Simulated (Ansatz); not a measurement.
# CdH4O2Si: small, medium and large basis sets

Aim: see how fast density functionals converge with the basis set for CdH4O2Si.

The runs use Ansatz 0.2.0, Gaussian basis; one geometry, several basis sets.

Levels to be run: PBE0-D4/def2-SVP; ωB97M-V/def2-SVP; PBE0-D4/def2-QZVPP; ωB97M-V/def2-QZVPP; the functionals' def2-TZVPP values are taken from earlier runs.

### 1 The relaxed structure

The geometry comes from an earlier relaxation with PBE0-D4 in a triple-zeta def2 set; it is a stationary point, not always the lowest conformer. Cd takes the def2 core potential; no spin-orbit term is included.

SMILES `[OH][Cd][O][SiH3]`, 8 atoms, charge 0, spin multiplicity 1.

Atoms are counted from 1 here; the program's logs count them from 0.

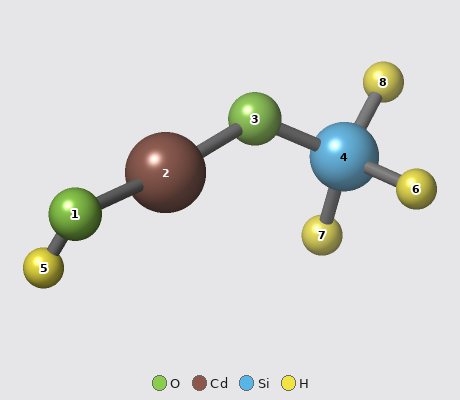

The structure; oxygen green, cadmium brown, silicon blue, hydrogen yellow; atoms are numbered from 1 in the order of the file.

### 2 PBE0-D4 in def2-SVP

in.yaml reads:

```yaml
crystal:
  periodic: [false, false, false]
  atoms:
    - {symbol: O, position_ang: [0.403904, 2.572755, -2.278414]}
    - {symbol: Cd, position_ang: [0.179835, 0.913714, -1.273042]}
    - {symbol: O, position_ang: [0.067571, -0.831523, -0.405971]}
    - {symbol: Si, position_ang: [-0.058577, -1.336796, 1.132012]}
    - {symbol: H, position_ang: [-0.287863, 3.211337, -2.090008]}
    - {symbol: H, position_ang: [1.116193, -0.923325, 1.957107]}
    - {symbol: H, position_ang: [-1.273887, -0.784534, 1.804279]}
    - {symbol: H, position_ang: [-0.147185, -2.821638, 1.154027]}
basis:
  gaussian: {orbitals: def2-SVP}
hamiltonian: {xc: pbe0, dispersion: d4}
output: {orbitals: {seedname: orbitals}}
```

Run with:

```console
> ansatz run in.yaml --threads 4 --pin off --events-out ev --progress --plain --max-ram 10444MiB
```

Further steps of the session: ωB97M-V in def2-SVP; PBE0-D4 in def2-QZVPP; ωB97M-V in def2-QZVPP.

**Question.** What will the summary of the whole plan be? Wanted: PBE0-D4: double and triple zeta above quadruple; ωB97M-V: double and triple zeta above quadruple.

As calculated:

```
                                       quantity           value
PBE0-D4: double and triple zeta above quadruple   9.99, 0.68 eV
ωB97M-V: double and triple zeta above quadruple  10.16, 0.64 eV
```

In words: For PBE0-D4 the step from double to triple zeta gains 9.31 eV and the next only 0.68 eV. Total energies overstate the basis error of differences, where much of it tends to cancel.
